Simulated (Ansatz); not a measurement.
System: Al19 (doublet).

```csv
atom,x (Å),y (Å),z (Å)
Al,-2.1603,-2.1622,-0.0476
Al,-1.9097,-0.0161,-1.8953
Al,-3.8075,-0.1341,0.1083
Al,-2.1655,0.0314,2.1412
Al,-1.9223,1.8801,-0.0009
Al,0.0100,-2.0228,-2.0199
Al,-0.1180,-3.7891,-0.0226
Al,0.0048,-1.9301,1.9280
Al,1.9079,-1.8796,-0.0039
Al,0.1231,-0.0252,-3.7903
Al,-0.0193,1.9295,-1.9349
Al,2.1530,-0.0318,-2.1457
Al,-0.0070,0.0011,-0.0016
Al,-0.0246,2.0223,2.0187
Al,1.8966,0.0159,1.8921
Al,2.1485,2.1621,0.0439
Al,-0.1363,0.0225,3.7867
Al,0.1046,3.7851,0.0185
Al,3.7942,0.1321,-0.1103
```

Computed with DFT PBE, Gaussian basis def2-SVP (Ansatz 0.2.0).

### What will maps of the electron density, electron localisation function and spin density show?

Al–Al (2.62 Å): the density is about 0.28 e/Å³ at the midpoint; the ELF peaks at about 0.80 between the atoms: a shared electron pair.
The unpaired spin (1 electron) lies mostly on Al6 (about 0.2) and Al14 (about 0.2), in electrons by Hirshfeld's partition.

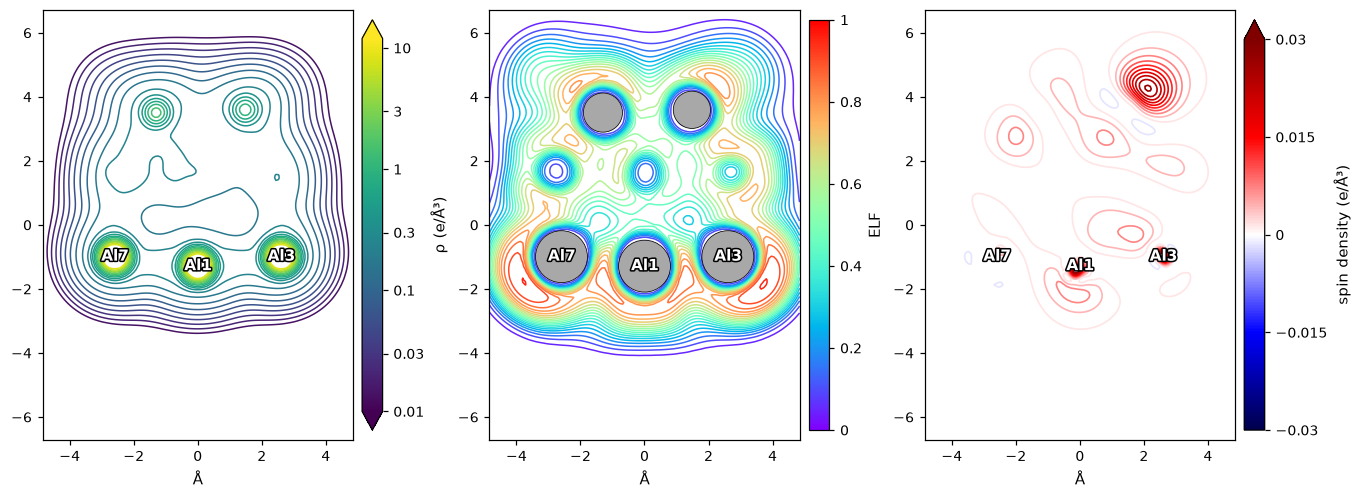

Computed electron density, electron localisation function and spin density on the plane of atoms Al3, Al1 and Al7, in this order. Grey discs cover the atomic cores in the ELF map. 
